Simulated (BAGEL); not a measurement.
**B3LYP/aug-cc-pVDZ (density fitting with qzvpp-jkfit) run of CH5BO (BH2(OMe))**

Aim: the energy change on altering one bond length of CH5BO (BH2(OMe)) at B3LYP/aug-cc-pVDZ (density fitting with qzvpp-jkfit), from 2 runs. 

The results are computed with BAGEL 1.2.2.

2 further runs of the same task are left out: 1 that didn't finish, 1 set aside as unsound or not needed. Runs told in other sessions of the task aren't counted.

### Step 1. The molecule

CH5BO: 8 atoms, total charge 0, spin state singlet. SMILES: `[H]B([H])OC`. Geometry: relaxed at GFN2-xTB.

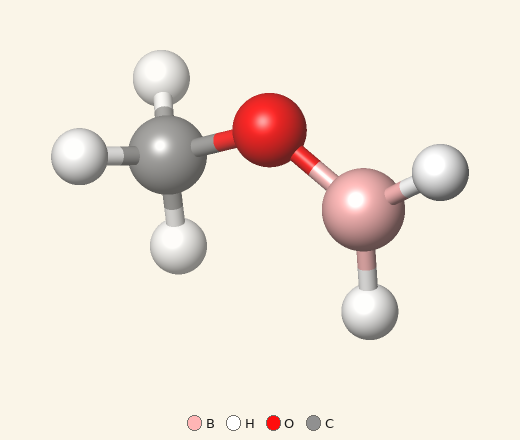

Viewed from a chosen angle; boron pink, hydrogen white, oxygen red, carbon grey.

### Step 2. The energy at B3LYP/aug-cc-pVDZ (density fitting with qzvpp-jkfit)

The input, input.json:

```json
{ "bagel" : [

{
  "title" : "molecule",
  "basis" : "aug-cc-pvdz.json",
  "df_basis" : "qzvpp-jkfit",
  "angstrom" : "true",
  "geometry" : [
    { "atom" : "B", "xyz" : [       0.435610,       1.006270,       0.790700 ] },
    { "atom" : "H", "xyz" : [       1.569280,       0.771350,       0.549830 ] },
    { "atom" : "H", "xyz" : [       0.117450,       1.877720,       1.507100 ] },
    { "atom" : "O", "xyz" : [      -0.559180,       0.310420,       0.270760 ] },
    { "atom" : "C", "xyz" : [      -0.408730,      -0.775400,      -0.606980 ] },
    { "atom" : "H", "xyz" : [      -1.004290,      -0.584470,      -1.502650 ] },
    { "atom" : "H", "xyz" : [      -0.786680,      -1.677140,      -0.118600 ] },
    { "atom" : "H", "xyz" : [       0.636530,      -0.928750,      -0.890170 ] }
  ]
},

{
  "title" : "ks",
  "xc_func" : "b3lyp"
},

{
  "title" : "print",
  "file" : "orbitals.molden",
  "orbitals" : "true"
}

]}
```

The basis set aug-cc-pVDZ is read from a file made from the Basis Set Exchange's data (not shown).

Launch:

```
$ BAGEL_NUM_THREADS=1 BAGEL input.json > input.out
```

Log:

```text
* using 1 threads per process

  ===============================================================
  ===============================================================

  *** Geometry ***

  { "atom" : "B", "xyz" : [      0.823184,      1.901575,      1.494206 ] },
  { "atom" : "H", "xyz" : [      2.965509,      1.457640,      1.039028 ] },
  { "atom" : "H", "xyz" : [      0.221948,      3.548377,      2.848006 ] },
  { "atom" : "O", "xyz" : [     -1.056697,      0.586609,      0.511662 ] },
  { "atom" : "C", "xyz" : [     -0.772388,     -1.465294,     -1.147026 ] },
  { "atom" : "H", "xyz" : [     -1.897833,     -1.104488,     -2.839597 ] },
  { "atom" : "H", "xyz" : [     -1.486610,     -3.169335,     -0.224122 ] },
  { "atom" : "H", "xyz" : [      1.202867,     -1.755083,     -1.682178 ] },

  Number of auxiliary basis functions:      317

  Since a DF basis is specified, we compute 2- and 3-index integrals:
    o Being stored without compression. Storage requirement is 0.033 GB

  Number of basis functions:      114
  Number of electrons      :       24

    * METHOD: MOLECULE                             0.13

  *** Kohn-Sham DFT ***

    * Removing 13603 points whose weight is below 1.00e-10
    * Grid points: 105645

  === Nuclear Repulsion ===
    70.9004861548

       - DIIS with orbital gradients will be used.

  === KS iteration (b3lyp / aug-cc-pvdz.json) ===
      0       -117.38841036          0.09763880           0.35
      1       -100.30650555          0.10231957           0.33
      2       -118.54455560          0.10234420           0.33
      3       -138.02794507          0.06936505           0.33
      4       -139.65752372          0.05678717           0.33
      5       -137.39819696          0.07804911           0.33
      6       -137.82234639          0.07804764           0.33
      7       -129.61382913          0.15517983           0.33
      8       -141.09645803          0.01422625           0.33
      9       -141.01764587          0.02017012           0.33
     10       -141.22423183          0.00133907           0.33
     11       -141.22524419          0.00016764           0.33
     12       -141.22525579          0.00004519           0.33
     13       -141.22525660          0.00000948           0.33
     14       -141.22525663          0.00000079           0.33
     15       -141.22525663          0.00000027           0.33
     16       -141.22525663          0.00000009           0.33
     17       -141.22525663          0.00000004           0.33
     18       -141.22525663          0.00000000           0.33
    * SCF iteration converged.

    * Permanent dipole moment:
           (   -0.057172,     0.522080,     0.418254) a.u.

    * METHOD: KS                                   6.93

    * METHOD: PRINT                                0.03

  ===============================================================
```

It took 7.2 s on 1 thread of Arm Neoverse V1, shared host; peak memory 0.53 GiB.

### Step 3. The distorted shape

The input, dft.json:

```json
{ "bagel": [

{
  "title": "molecule",
  "basis": "aug-cc-pvdz.json",
  "df_basis": "qzvpp-jkfit",
  "angstrom": true,
  "geometry": [
    { "atom": "B", "xyz": [    0.413048,    1.169105,    0.922330 ] },
    { "atom": "H", "xyz": [    1.546718,    0.934185,    0.681460 ] },
    { "atom": "H", "xyz": [    0.094888,    2.040555,    1.638730 ] },
    { "atom": "O", "xyz": [   -0.581742,    0.473255,    0.402390 ] },
    { "atom": "C", "xyz": [   -0.408730,   -0.775400,   -0.606980 ] },
    { "atom": "H", "xyz": [   -1.004290,   -0.584470,   -1.502650 ] },
    { "atom": "H", "xyz": [   -0.786680,   -1.677140,   -0.118600 ] },
    { "atom": "H", "xyz": [    0.636530,   -0.928750,   -0.890170 ] }
  ]
},
{
  "title": "ks",
  "xc_func": "b3lyp"
},
{
  "title": "print",
  "file": "orbitals.molden",
  "orbitals": true
}

]}
```

The basis set aug-cc-pVDZ is read from a file made from the Basis Set Exchange's data (not shown).

Launch:

```
$ BAGEL_NUM_THREADS=1 BAGEL dft.json > dft.out
```

Log:

```text
* using 1 threads per process

  ===============================================================
  ===============================================================

  *** Geometry ***

  { "atom" : "B", "xyz" : [      0.780548,      2.209288,      1.742951 ] },
  { "atom" : "H", "xyz" : [      2.922873,      1.765354,      1.287773 ] },
  { "atom" : "H", "xyz" : [      0.179312,      3.856090,      3.096751 ] },
  { "atom" : "O", "xyz" : [     -1.099333,      0.894322,      0.760407 ] },
  { "atom" : "C", "xyz" : [     -0.772388,     -1.465294,     -1.147026 ] },
  { "atom" : "H", "xyz" : [     -1.897833,     -1.104488,     -2.839597 ] },
  { "atom" : "H", "xyz" : [     -1.486610,     -3.169335,     -0.224122 ] },
  { "atom" : "H", "xyz" : [      1.202867,     -1.755083,     -1.682178 ] },

  Number of auxiliary basis functions:      317

  Since a DF basis is specified, we compute 2- and 3-index integrals:
    o Being stored without compression. Storage requirement is 0.033 GB

  Number of basis functions:      114
  Number of electrons      :       24

    * METHOD: MOLECULE                             0.13

  *** Kohn-Sham DFT ***

    * Removing 13168 points whose weight is below 1.00e-10
    * Grid points: 106080

  === Nuclear Repulsion ===
    67.2329814395

       - DIIS with orbital gradients will be used.

  === KS iteration (b3lyp / aug-cc-pvdz.json) ===
      0       -118.86816811          0.08849315           0.33
      1       -101.61133649          0.10232135           0.32
      2       -120.32749850          0.09453419           0.32
      3       -139.50891168          0.05233613           0.32
      4       -140.68167302          0.03271886           0.32
      5       -140.30105822          0.03782857           0.32
      6       -139.75568197          0.04931738           0.32
      7       -141.16177534          0.00945481           0.32
      8       -141.20558332          0.00310680           0.32
      9       -141.21078381          0.00055248           0.32
     10       -141.21092761          0.00010531           0.32
     11       -141.21093260          0.00004014           0.32
     12       -141.21093345          0.00001205           0.32
     13       -141.21093352          0.00000147           0.32
     14       -141.21093352          0.00000061           0.32
     15       -141.21093352          0.00000015           0.32
     16       -141.21093352          0.00000007           0.32
     17       -141.21093352          0.00000001           0.32
     18       -141.21093352          0.00000001           0.32
    * SCF iteration converged.

    * Permanent dipole moment:
           (   -0.073210,     0.722300,     0.580283) a.u.

    * METHOD: KS                                   6.74

    * METHOD: PRINT                                0.03

  ===============================================================
```

It took 7.2 s on 1 thread of Arm Neoverse V1, shared host; peak memory 0.53 GiB.

### Step 4. What came out

At B3LYP/aug-cc-pVDZ (density fitting with qzvpp-jkfit):

| quantity | value |
| --- | --- |
| first shape: total energy | -141.22526 Eh |
| first shape: dipole moment | 1.71 D |
| first shape: HOMO energy | -8.30 eV |
| first shape: LUMO energy | -0.67 eV |
| first shape: HOMO–LUMO gap | 7.63 eV |
| distorted shape: total energy | -141.21093 Eh |
| distorted shape: dipole moment | 2.36 D |
| distorted shape: HOMO energy | -8.03 eV |
| distorted shape: LUMO energy | -0.46 eV |
| distorted shape: HOMO–LUMO gap | 7.57 eV |
| energy change with the O4–C5 bond stretched from 1.404 to 1.615 Å | 0.390 eV |

What this shows: With the O4–C5 bond stretched from 1.404 to 1.615 Å the energy rises by 0.39 eV (9.0 kcal/mol). The first shape isn't relaxed at this level, so the change isn't measured from a minimum.
